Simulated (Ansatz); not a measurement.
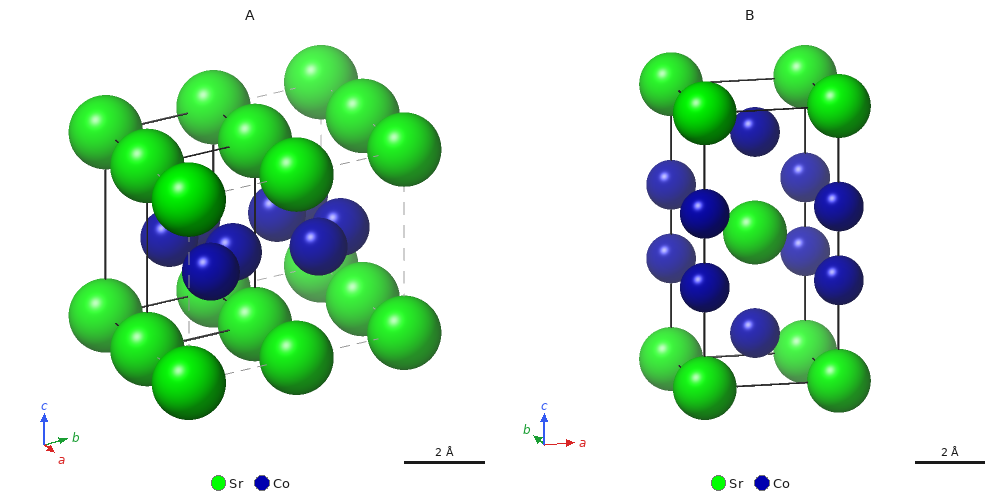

Two structures of SrCo2, each relaxed to rest (conventional cells in solid outline, small ones repeated, not to one scale). Method: Ansatz 0.2.0, DFT PBE, scalar-relativistic, plane waves, PAW, with collinear spins.

State the structure in each panel.

Answer. A: AlB₂ type, P6/mmm. B: 6 atoms a cell on a body-centred tetragonal lattice, I4/mmm.

Which polymorph is favoured?

Answer. A is lower, by 704 meV/atom at this level of theory (energies at zero smearing). Volumes: A 20.5, B 22.6 Å³/atom.

One or both may be structure types tried for this composition rather than known phases.
